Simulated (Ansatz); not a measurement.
# H3O+ (oxonium): levels of theory compared

Wanted: a comparison of 6 runs (UHF/3-21G, UHF/6-31G, B3LYP/3-21G, PBE/3-21G, UPBE/3-21G, CCSDTQ/6-31G) of H3O+ (oxonium). 

The results are computed with Ansatz 0.2.0.

## 1. Starting point

H3O+: 4 atoms, total charge +1, spin state singlet. As SMILES, `[OH3+]`. The H4–O1 distance was set to 1.467 Å, away from the relaxed value. At this shape a bond of the SMILES string is far longer than usual.

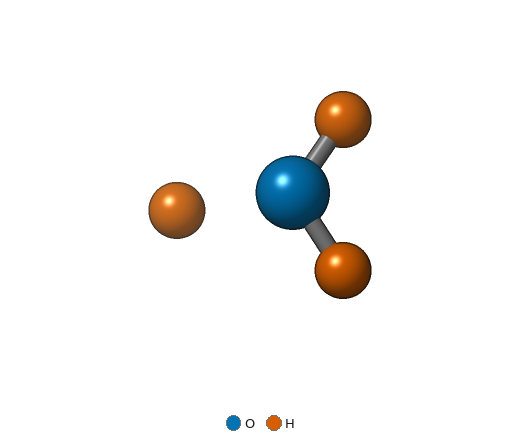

Viewed from a chosen angle; oxygen blue, hydrogen orange.

## 2. The energy at UHF/3-21G (run 1)

The input, molecule.yaml:

```yaml
crystal:
  periodic: [false, false, false]
  atoms:
    - {symbol: O, position_ang: [0.269028, 0.161683, -0.481666]}
    - {symbol: H, position_ang: [0.306118, 1.136823, -0.413766]}
    - {symbol: H, position_ang: [-0.321832, -0.149907, -1.196286]}
    - {symbol: H, position_ang: [0.007860, -0.493450, 0.805020]}
basis:
  gaussian: {orbitals: 3-21G.json}
total_charge: 1
accuracy: high
magnetization: {spin_polarized: true}
hamiltonian: {xc: hf}
```

The basis set 3-21G is read from a file made from the Basis Set Exchange's data (not shown).

Command:

```console
$ ansatz run molecule.yaml --threads 1 --pin off --max-ram 3480MiB --events-out events.jsonl --progress --plain --runs-dir runs
```

Output:

```text
Warning: RAYON_NUM_THREADS=1 ignored (pool sized by the plan → 1); use --threads N
Functional definition: HF
  name "HF"
  exchange = exact_x
  correlation = 0
232 factors; integrals over basis functions are off by at most 4.4e-9 eV
mean field evaluation 1: about -2057.0083 eV, gradient 4.2e1 eV
mean field evaluation 2: about -2057.0050 eV, gradient 4.2e1 eV
mean field evaluation 4: about -2062.6127 eV, gradient 1.2e0 eV
mean field evaluation 8: about -2062.6205 eV, gradient 2.3e-5 eV
mean field evaluation 16: about -2059.6066 eV, gradient 5.0e0 eV
mean field -2062.62046840 eV, -75.7999041195 hartree, gradient 6.6e-8 eV, S^2 0.000000; 0 other end points of the search recorded, 0 dependent functions left out
reference -2062.62046840 eV, -75.7999041195 hartree; 5, 5 occupied and 10, 10 virtual orbitals, 232 factors
Total energy: -2062.62046840 eV, -75.7999041195 hartree
```

Run time: 0.06 s. Hardware: 1 thread of Arm Neoverse V2, shared host.

## 3. The energy at UHF/6-31G (run 2)

The input, input.yaml:

```yaml
basis:
  gaussian:
    orbitals: 6-31G
crystal:
  periodic: [false, false, false]
  atoms:
    - {symbol: O, position_ang: [0.269028, 0.161683, -0.481666]}
    - {symbol: H, position_ang: [0.306118, 1.136823, -0.413766]}
    - {symbol: H, position_ang: [-0.321832, -0.149907, -1.196286]}
    - {symbol: H, position_ang: [0.007860, -0.493450, 0.805020]}
total_charge: 1
magnetization:
  spin_polarized: true
  initial_magnetization: 0
hamiltonian:
  xc: hf
accuracy: high
```

Command:

```console
$ ansatz run input.yaml --threads 1 --pin off --max-ram 3480MiB --events-out events.jsonl --progress --plain --runs-dir runs
```

Output:

```text
Warning: RAYON_NUM_THREADS=1 ignored (pool sized by the plan → 1); use --threads N
[... 4 set-up lines as earlier in the session ...]
281 factors; integrals over basis functions are off by at most 4.3e-9 eV
mean field evaluation 1: about -2066.2969 eV, gradient 4.3e1 eV
mean field evaluation 2: about -2066.2983 eV, gradient 4.3e1 eV
mean field evaluation 4: about -2072.9669 eV, gradient 1.1e0 eV
mean field evaluation 8: about -2072.9819 eV, gradient 3.8e-5 eV
mean field evaluation 16: about -2068.2258 eV, gradient 9.3e0 eV
mean field -2072.98190333 eV, -76.1806798297 hartree, gradient 1.6e-8 eV, S^2 0.000000; 0 other end points of the search recorded, 0 dependent functions left out
reference -2072.98190333 eV, -76.1806798297 hartree; 5, 5 occupied and 10, 10 virtual orbitals, 281 factors
Total energy: -2072.98190333 eV, -76.1806798297 hartree
```

Wall time 0.06 s (1 thread of Arm Neoverse V2, shared host).

Runs 3 to 5 aren't shown in full; the table further down has their settings and results.

## 4. The energy at CCSDTQ/6-31G (run 6)

The input, in.yaml:

```yaml
basis:
  gaussian: {orbitals: 6-31G}
crystal:
  periodic: [false, false, false]
  atoms:
    - {symbol: O, position_ang: [0.269028, 0.161683, -0.481666]}
    - {symbol: H, position_ang: [0.306118, 1.136823, -0.413766]}
    - {symbol: H, position_ang: [-0.321832, -0.149907, -1.196286]}
    - {symbol: H, position_ang: [0.007860, -0.493450, 0.805020]}
total_charge: 1
correlation: {method: ccsdtq, frozen_orbitals: {H: 0, O: 1}}
accuracy: high
scf: {omitted_lower_state_checks: [cluster_reference, increment]}
```

Command:

```console
$ ansatz run in.yaml --threads 1 --pin off --max-ram 3480MiB --events-out events.jsonl --progress --plain --runs-dir runs
```

Output, shortened:

```text
Warning: RAYON_NUM_THREADS=1 ignored (pool sized by the plan → 1); use --threads N
[... 2 set-up lines as earlier in the session ...]
[...]
281 factors; integrals over basis functions are off by at most 4.3e-9 eV
[...]
mean field -2072.98190333 eV, -76.1806798297 hartree, gradient 3.0e-8 eV, S^2 0.000000; 0 other end points of the search recorded, 0 dependent functions left out
1 core orbitals not correlated: weight in the atoms' cores, before any rotation towards them, 1.000 or more for the frozen orbitals, at most 0.000 for the correlated occupied ones
reference -2072.98190333 eV, -76.1806798297 hartree; 4, 4 occupied and 10, 10 virtual orbitals, 281 factors
second order -3.89559344 eV of doubles, -0.00000000 eV of singles
cycle   1  -3.90374382 eV  change   -8.2e-3 eV  update   5.8e-2
[...]
cycle  22  -4.17840131 eV  change   7.3e-10 eV  update  2.6e-10
Total energy: -2077.16030463 eV, -76.3342332455 hartree
Checks for a lower state left out: cluster_reference, increment
```

It took 2.1 s on 1 thread of Arm Neoverse V2, shared host.

## 5. All runs side by side

```tsv
run	level	frozen core orbitals	energy (Eh)	wall time
1	UHF/3-21G	–	-75.799904	0.06 s
2	UHF/6-31G	–	-76.180680	0.06 s
3	B3LYP/3-21G	–	-76.206114	0.38 s
4	PBE/3-21G	–	-76.123280	0.38 s
5	UPBE/3-21G	–	-76.123280	0.64 s
6	CCSDTQ/6-31G	1	-76.334233	2.1 s
```

## 6. Summary of results

| quantity | value |
| --- | --- |
| run 6: total energy | -76.33423 Eh |
| run 6: correlation energy (1 core orbital frozen) | -153.6 mEh |
| run 6: T1 diagnostic | 0.017 |

What this shows: Totals of different functionals can't be ranked against each other. All runs together took 3.7 s, the longest 2.1 s.
